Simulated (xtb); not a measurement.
## Run report: TiCl$_{2}$O, geometry relaxation (part 2 of 3)

TiCl$_{2}$O, SMILES [O]=[Ti]([Cl])[Cl]; GFN1-xTB, ddCOSMO solvent hexane (xtb 6.7.1). The geometry comes from this level: GFN2-xTB.

Geometry of the input (Å):
```
O  0.4907  1.1006  1.0673
Ti -0.3603  -0.0979  0.4646
Cl 1.0445  -1.6042  -0.1385
Cl -1.1749  0.6016  -1.3934
```

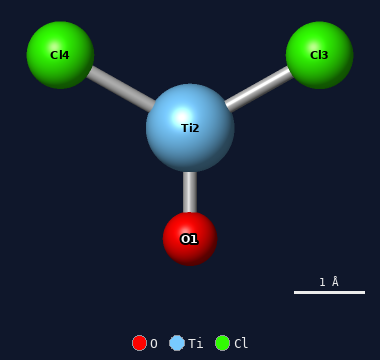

Fig. 1: The geometry at step 5 of the log (ball-and-stick view, seen on its broad side; atoms are numbered from 1 in the order of the input).

## Output, continued
```
 iter      E             dE          RMSdq      gap      omega  full diag
   1    -14.6439330 -0.146439E+02  0.633E-02    2.53       0.0  T
   2    -14.6439057  0.272772E-04  0.656E-02    2.50       1.0  T
   3    -14.6437351  0.170642E-03  0.548E-02    2.53       1.0  T
   4    -14.6438167 -0.816522E-04  0.273E-02    2.52       1.8  T
   5    -14.6438705 -0.538181E-04  0.347E-03    2.52      14.4  T
   6    -14.6438662  0.436518E-05  0.954E-05    2.52     523.9  T
   7    -14.6438661  0.464250E-07  0.949E-06    2.52    5269.8  T
   8    -14.6438661  0.495941E-10  0.222E-06    2.52   22565.5  T
     SCC iter.                  ...        0 min,  0.006 sec
     gradient                   ...        0 min,  0.002 sec
 * total energy  :   -14.5879245 Eh     change       -0.2885011E-03 Eh
   gradient norm :     0.0037572 Eh/α   predicted    -0.2567117E-03 ( -11.02%)
   displ. norm   :     0.1413949 α      lambda       -0.2042627E-03
   maximum displ.:     0.1118127 α      in ANC's #2, #4, #1, ...

........................................................................
.............................. CYCLE    7 ..............................
........................................................................

 iter      E             dE          RMSdq      gap      omega  full diag
   1    -14.6419744 -0.146420E+02  0.507E-02    2.51       0.0  T
   2    -14.6420941 -0.119719E-03  0.136E-02    2.50       3.7  T
   3    -14.6420289  0.652359E-04  0.133E-02    2.50       3.8  T
   4    -14.6420786 -0.496792E-04  0.146E-02    2.50       3.4  T
   5    -14.6420580  0.205454E-04  0.207E-03    2.50      24.2  T
   6    -14.6420549  0.316294E-05  0.153E-05    2.50    3262.7  T
   7    -14.6420549  0.164280E-07  0.338E-06    2.50   14781.2  T
   8    -14.6420549  0.268646E-08  0.101E-06    2.50   49299.7  T
     SCC iter.                  ...        0 min,  0.005 sec
     gradient                   ...        0 min,  0.002 sec
 * total energy  :   -14.5880229 Eh     change       -0.9841568E-04 Eh
   gradient norm :     0.0074779 Eh/α   predicted    -0.1041716E-03 (   5.85%)
   displ. norm   :     0.0426704 α      lambda       -0.1228469E-03
   maximum displ.:     0.0302431 α      in ANC's #4, #2, #6, ...

........................................................................
.............................. CYCLE    8 ..............................
........................................................................

 iter      E             dE          RMSdq      gap      omega  full diag
   1    -14.6440574 -0.146441E+02  0.337E-02    2.51       0.0  T
   2    -14.6440728 -0.154223E-04  0.158E-02    2.51       3.2  T
   3    -14.6440337  0.390798E-04  0.165E-02    2.52       3.0  T
   4    -14.6440667 -0.329654E-04  0.323E-03    2.51      15.5  T
   5    -14.6440663  0.331898E-06  0.561E-04    2.51      89.1  T
   6    -14.6440667 -0.346095E-06  0.346E-05    2.51    1446.7  T
   7    -14.6440667 -0.132811E-08  0.175E-05    2.51    2852.1  T
     SCC iter.                  ...        0 min,  0.005 sec
     gradient                   ...        0 min,  0.002 sec
 * total energy  :   -14.5881057 Eh     change       -0.8280006E-04 Eh
   gradient norm :     0.0027091 Eh/α   predicted    -0.6153651E-04 ( -25.68%)
   displ. norm   :     0.0798546 α      lambda       -0.5193291E-04
   maximum displ.:     0.0500541 α      in ANC's #2, #4, #6, ...

........................................................................
.............................. CYCLE    9 ..............................
........................................................................

 iter      E             dE          RMSdq      gap      omega  full diag
   1    -14.6444411 -0.146444E+02  0.704E-03    2.51       0.0  T
   2    -14.6444492 -0.804407E-05  0.334E-03    2.51      14.9  T
   3    -14.6444510 -0.184460E-05  0.278E-03    2.51      18.0  T
   4    -14.6444408  0.101837E-04  0.352E-03    2.51      14.2  T
   5    -14.6444466 -0.580713E-05  0.116E-03    2.51      43.2  T
   6    -14.6444481 -0.145659E-05  0.971E-06    2.51    5151.0  T
   7    -14.6444481 -0.932433E-08  0.379E-06    2.51   13206.9  T
   8    -14.6444481  0.110375E-08  0.109E-06    2.51   45695.5  T
     SCC iter.                  ...        0 min,  0.005 sec
     gradient                   ...        0 min,  0.002 sec
 * total energy  :   -14.5881393 Eh     change       -0.3359267E-04 Eh
   gradient norm :     0.0023766 Eh/α   predicted    -0.2613320E-04 ( -22.21%)
   displ. norm   :     0.0338111 α      lambda       -0.1366238E-04
   maximum displ.:     0.0182925 α      in ANC's #4, #2, #1, ...

........................................................................
.............................. CYCLE   10 ..............................
........................................................................

 iter      E             dE          RMSdq      gap      omega  full diag
   1    -14.6449192 -0.146449E+02  0.720E-03    2.52       0.0  T
   2    -14.6449030  0.161122E-04  0.433E-03    2.51      11.6  T
   3    -14.6448927  0.103914E-04  0.457E-03    2.52      10.9  T
   4    -14.6449063 -0.136183E-04  0.172E-03    2.52      29.1  T
   5    -14.6449030  0.328574E-05  0.183E-04    2.52     273.2  T
   6    -14.6449032 -0.178637E-06  0.932E-06    2.52    5364.8  T
   7    -14.6449032 -0.135444E-07  0.108E-06    2.52   46121.2  T
     SCC iter.                  ...        0 min,  0.004 sec
     gradient                   ...        0 min,  0.002 sec
 * total energy  :   -14.5881472 Eh     change       -0.7885694E-05 Eh
   gradient norm :     0.0002905 Eh/α   predicted    -0.6839217E-05 ( -13.27%)
   displ. norm   :     0.0250235 α      lambda       -0.1236808E-05
   maximum displ.:     0.0173373 α      in ANC's #2, #4, #6, ...

   *** GEOMETRY OPTIMIZATION CONVERGED AFTER 10 ITERATIONS ***

------------------------------------------------------------------------
 total energy gain   :        -0.0091523 Eh       -5.7431 kcal/mol
 total RMSD          :         0.6734142 a0        0.3564 Å
 total power (kW/mol):        -2.4029243 (step) -302.6237 (real)
------------------------------------------------------------------------

 ANCopt (total)                0 d,  0 h,  0 min,  0.079 sec
 optimizer setup                ...        0 min,  0.000 sec (  0.046%)
 model hessian                  ...        0 min,  0.000 sec (  0.063%)
 ANC generation                 ...        0 min,  0.000 sec (  0.035%)
 coordinate transformation      ...        0 min,  0.000 sec (  0.029%)
 single point calculation       ...        0 min,  0.079 sec ( 99.051%)
 optimization log               ...        0 min,  0.000 sec (  0.227%)
 hessian update                 ...        0 min,  0.000 sec (  0.032%)
 rational function              ...        0 min,  0.000 sec (  0.251%)

================
 final structure:
================
{
  "schema_version": 2,
  "schema_name": "qcschema_molecule",
  "provenance": {
    "creator": "mctc-lib",
    "version": "0.5.2",
    "routine": "mctc_io_write_qcschema::write_qcschema"
  },
  "comment": " xtb: 6.7.1",
  "symbols": [
    "O",
    "Ti",
    "Cl",
    "Cl"
  ],
  "atomic_numbers": [
    8,
    22,
    17,
    17
  ],
  "geometry": [
     6.6574767414307956E-01, 2.0552377657431480E+00, 2.4396498929630130E+00,
     6.0254524896426243E-02, 1.6793177509782500E-01, 1.8619619216755967E-01,
     1.9469624950785098E+00,-3.4064917511709143E+00,-6.5354857425089508E-03,
    -2.6729646941180296E+00, 1.1833222103299985E+00,-2.6193106093880529E+00
  ],
  "molecular_charge": 0
}

 Bond Distances (Angstroems)
 ---------------------------
O1-Ti2=1.5881        Ti2-O1=1.5881        Ti2-Cl3=2.1413       Ti2-Cl4=2.1412       Cl3-Ti2=2.1413       Cl4-Ti2=2.1412
 Ti O  Rav=1.5881 sigma=0.0000  Rmin=1.5881  Rmax=1.5881     1
 Ti Cl Rav=2.1412 sigma=0.0000  Rmin=2.1412  Rmax=2.1413     2

 selected bond angles (degree)
 --------------------
Cl3-Ti2-O1=119.82              Cl4-Ti2-O1=119.94              Cl4-Ti2-Cl3=120.24

 selected dihedral angles (degree)
 ---------------------------------

           -------------------------------------------------
          |                Final Singlepoint                |
           -------------------------------------------------

          ...................................................
          :                      SETUP                      :
          :.................................................:
          :  # basis functions                  34          :
          :  # atomic orbitals                  31          :
          :  # shells                           11          :
          :  # electrons                        24          :
          :  # halogen bonds                     2          :
          :  max. iterations                   250          :
          :  Hamiltonian                  GFN1-xTB          :
          :  restarted?                      false          :
          :  GBSA solvation                   true          :
          :  PC potential                    false          :
          :  electronic temp.          300.0000000     K    :
          :  accuracy                    1.0000000          :
          :  -> integral cutoff          0.2500000E+02      :
          :  -> integral neglect         0.1000000E-07      :
          :  -> SCF convergence          0.1000000E-05 Eh   :
          :  -> wf. convergence          0.2000000E-04 e    :
          :  Broyden damping             0.4000000          :
          :  net charge                          0          :
          :  unpaired electrons                  0          :
          ...................................................

 iter      E             dE          RMSdq      gap      omega  full diag
   1    -14.6449032 -0.146449E+02  0.305E-07    2.52       0.0  T
   2    -14.6449032  0.592419E-09  0.325E-07    2.52  100000.0  T
   3    -14.6449032 -0.966258E-09  0.200E-07    2.52  100000.0  T

   *** convergence criteria satisfied after 3 iterations ***

         #    Occupation            Energy/Eh            Energy/eV
      -------------------------------------------------------------
         1        2.0000           -0.9888104             -26.9069
       ...           ...                  ...                  ...
         6        2.0000           -0.5261218             -14.3165
         7        2.0000           -0.5140511             -13.9880
         8        2.0000           -0.5090820             -13.8528
         9        2.0000           -0.5065243             -13.7832
        10        2.0000           -0.5057228             -13.7614
        11        2.0000           -0.5020558             -13.6616
        12        2.0000           -0.4959112             -13.4944 (HOMO)
        13                         -0.4034739             -10.9791 (LUMO)
        14                         -0.3857929             -10.4980
        15                         -0.3585340              -9.7562
        16                         -0.3277416              -8.9183
        17                         -0.3189737              -8.6797
       ...                                ...                  ...
        31                          0.3047002               8.2913
      -------------------------------------------------------------
                  HL-Gap            0.0924373 Eh            2.5153 eV
             Fermi-level           -0.4496925 Eh          -12.2368 eV

 SCC (total)                   0 d,  0 h,  0 min,  0.005 sec
 SCC setup                      ...        0 min,  0.000 sec (  1.783%)
 Dispersion                     ...        0 min,  0.000 sec (  0.229%)
 classical contributions        ...        0 min,  0.000 sec (  0.127%)
 integral evaluation            ...        0 min,  0.001 sec ( 17.952%)
 iterations                     ...        0 min,  0.001 sec ( 28.175%)
 molecular gradient             ...        0 min,  0.002 sec ( 36.453%)
 printout                       ...        0 min,  0.001 sec ( 15.128%)

         :::::::::::::::::::::::::::::::::::::::::::::::::::::
         ::                     SUMMARY                     ::
         :::::::::::::::::::::::::::::::::::::::::::::::::::::
         :: total energy             -14.588147210128 Eh    ::
         :: total w/o Gsasa/hb       -14.575345047354 Eh    ::
         :: gradient norm              0.000327820350 Eh/a0 ::
         :: HOMO-LUMO gap              2.515347545642 eV    ::
         ::.................................................::
         :: SCC energy               -14.644903180150 Eh    ::
         :: -> electrostatic           0.106484206405 Eh    ::
         :: -> Gsolv                  -0.017703411110 Eh    ::
         ::    -> Gelec               -0.004901248335 Eh    ::
         ::    -> Gsasa               -0.012802162774 Eh    ::
         ::    -> Ghb                  0.000000000000 Eh    ::
         ::    -> Gshift               0.000000000000 Eh    ::
         :: repulsion energy           0.058317073747 Eh    ::
         :: dispersion energy         -0.001561103726 Eh    ::
         :: halogen bond corr.         0.000000000000 Eh    ::
         :: add. restraining           0.000000000000 Eh    ::
         :: total charge              -0.000000000000 e     ::
         :::::::::::::::::::::::::::::::::::::::::::::::::::::

           -------------------------------------------------
          |                Property Printout                |
           -------------------------------------------------

    * Orbital Energies and Occupations

         #    Occupation            Energy/Eh            Energy/eV
      -------------------------------------------------------------
         1        2.0000           -0.9888104             -26.9069
         2        2.0000           -0.9601557             -26.1272
         3        2.0000           -0.7908471             -21.5200
         4        2.0000           -0.5805200             -15.7968
         5        2.0000           -0.5345351             -14.5454
         6        2.0000           -0.5261218             -14.3165
         7        2.0000           -0.5140511             -13.9880
         8        2.0000           -0.5090820             -13.8528
         9        2.0000           -0.5065243             -13.7832
        10        2.0000           -0.5057228             -13.7614
        11        2.0000           -0.5020558             -13.6616
        12        2.0000           -0.4959112             -13.4944 (HOMO)
        13                         -0.4034739             -10.9791 (LUMO)
        14                         -0.3857929             -10.4980
        15                         -0.3585340              -9.7562
        16                         -0.3277416              -8.9183
        17                         -0.3189737              -8.6797
        18                         -0.1837355              -4.9997
        19                         -0.0961586              -2.6166
        20                         -0.0816500              -2.2218
        21                         -0.0816113              -2.2208
        22                         -0.0814198              -2.2155
        23                         -0.0813855              -2.2146
       ...                                ...                  ...
        31                          0.3047002               8.2913
      -------------------------------------------------------------
                  HL-Gap            0.0924373 Eh            2.5153 eV
             Fermi-level           -0.4496925 Eh          -12.2368 eV

  Mulliken/CM5 charges         n(s)   n(p)   n(d)
     1O    -0.56168 -0.86204   1.587  4.975  0.000
     2Ti    0.83978  1.34408   0.914  1.041  1.205
     3Cl   -0.13895 -0.24091   1.825  5.320 -0.006
     4Cl   -0.13915 -0.24113   1.825  5.320 -0.006

Wiberg/Mayer (AO) data.
largest (>0.10) Wiberg bond orders for each atom

 ---------------------------------------------------------------------------
     #   Z sym  total        # sym  WBO       # sym  WBO       # sym  WBO
 ---------------------------------------------------------------------------
     1   8 O    2.314 --     2 Ti   2.163
     2  22 Ti   4.695 --     1 O    2.163     3 Cl   1.266     4 Cl   1.266
     3  17 Cl   1.421 --     2 Ti   1.266
     4  17 Cl   1.420 --     2 Ti   1.266
 ---------------------------------------------------------------------------

Topologies differ in total number of bonds
Writing topology from bond orders to xtbtopo.mol

 dipole moment from electron density (au)
     X       Y       Z
  -0.2946  -0.9492  -1.1529  total (Debye):    3.869

           -------------------------------------------------
          |                Geometry Summary                 |
           -------------------------------------------------

      molecular mass/u    :      134.7720250
   center of mass at/Å    :       -0.0479152      -0.1488010      -0.1772735
  moments of inertia/u·Å² :        0.1023162E+03   0.2444088E+03   0.3467215E+03
rotational constants/cm⁻¹ :        0.1647601E+00   0.6897311E-01   0.4862009E-01

 * 3 selected distances

     #   Z          #   Z                                           value/Å
     1   8 O        2  22 Ti                                      1.5881137 (min)
     2  22 Ti       3  17 Cl                                      2.1412604 (max)
     2  22 Ti       4  17 Cl                                      2.1411988

 * 2 distinct bonds (by element types)

   Z      Z             #   av. dist./Å        max./Å        min./Å
   8 O   22 Ti          1     1.5881137     1.5881137     1.5881137
  17 Cl  22 Ti          2     2.1412296     2.1412604     2.1411988

optimized geometry written to: xtbopt.json

           -------------------------------------------------
          | TOTAL ENERGY              -14.588147210128 Eh   |
          | GRADIENT NORM               0.000327820350 Eh/α |
          | HOMO-LUMO GAP               2.515347545642 eV   |
           -------------------------------------------------

------------------------------------------------------------------------
------------------------------------------------------------------------
 total:
 *  cpu-time:     0 d,  0 h,  0 min,  0.119 sec
 * ratio c/w:     1.000 speedup
 SCF:
 *  cpu-time:     0 d,  0 h,  0 min,  0.030 sec
 * ratio c/w:     1.000 speedup
 ANC optimizer:
 *  cpu-time:     0 d,  0 h,  0 min,  0.085 sec
 * ratio c/w:     1.000 speedup
```

## Trajectory as extended XYZ (Å, eV, eV/Å), 10 frames, from step=0 to step=9
```
4
Properties=species:S:1:pos:R:3 step=0 energy=-396.71466
O     0.4907    1.1006    1.0673
Ti   -0.3603   -0.0979    0.4646
Cl    1.0445   -1.6042   -0.1385
Cl   -1.1749    0.6016   -1.3934
4
Properties=species:S:1:pos:R:3 step=1 energy=-396.87683
O     0.4585    1.1290    1.1748
Ti   -0.2280   -0.0556    0.3053
Cl    1.0927   -1.7371   -0.0569
Cl   -1.3233    0.6637   -1.4233
4
Properties=species:S:1:pos:R:3 step=2 energy=-396.90286
O     0.4516    1.1273    1.1834
Ti   -0.2111   -0.0445    0.2948
Cl    1.0734   -1.7277   -0.0641
Cl   -1.3139    0.6449   -1.4140
4
Properties=species:S:1:pos:R:3 step=3 energy=-396.93274
O     0.4332    1.1196    1.2033
Ti   -0.1659   -0.0195    0.2578
Cl    1.0632   -1.7393   -0.0538
Cl   -1.3304    0.6392   -1.4072
4
Properties=species:S:1:pos:R:3 step=4 energy=-396.94980
O     0.4108    1.1187    1.2416
Ti   -0.1029    0.0142    0.2059
Cl    1.0581   -1.7707   -0.0383
Cl   -1.3660    0.6378   -1.4092
4
Properties=species:S:1:pos:R:3 step=5 energy=-396.95765
O     0.3917    1.1068    1.2527
Ti   -0.0620    0.0355    0.1729
Cl    1.0583   -1.7869   -0.0211
Cl   -1.3880    0.6446   -1.4045
4
Properties=species:S:1:pos:R:3 step=6 energy=-396.96033
O     0.3746    1.1037    1.2771
Ti   -0.0170    0.0603    0.1365
Cl    1.0472   -1.8006   -0.0137
Cl   -1.4048    0.6366   -1.4000
4
Properties=species:S:1:pos:R:3 step=7 energy=-396.96258
O     0.3691    1.0990    1.2810
Ti   -0.0048    0.0689    0.1285
Cl    1.0390   -1.7973   -0.0142
Cl   -1.4033    0.6293   -1.3953
4
Properties=species:S:1:pos:R:3 step=8 energy=-396.96349
O     0.3578    1.0917    1.2893
Ti    0.0211    0.0831    0.1073
Cl    1.0321   -1.8008   -0.0073
Cl   -1.4110    0.6260   -1.3893
4
Properties=species:S:1:pos:R:3 step=9 energy=-396.96371
O     0.3523    1.0876    1.2910
Ti    0.0319    0.0889    0.0985
Cl    1.0303   -1.8026   -0.0035
Cl   -1.4145    0.6262   -1.3861
```
